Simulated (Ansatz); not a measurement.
The starting structures come from a database of crystals and need not be the phases stable at ambient conditions.

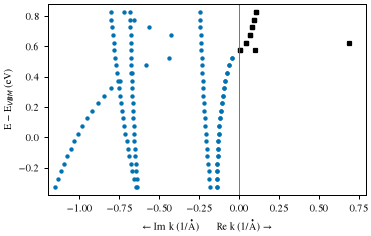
Figure: Complex bands at the centre of the two-dimensional zone; Ansatz (a first-principles code) with PBEsol

The gap is the functional's own, uncorrected, and κ follows it; spin-orbit coupling is left out. Mid-gap means the computed energy nearest the middle.

Task: This is WO3 (Pm-3m, ReO3 type, 4 atoms a cell, 13.8 Å³ an atom) along the normal of (001). Read off the slowest decay at the centre of the two-dimensional zone at 0.28 eV, the computed energy nearest the middle of the gap.

Result: κ ≈ 0.10 1/Å, a decay length 1/(2κ) of the density of 4.9 Å.
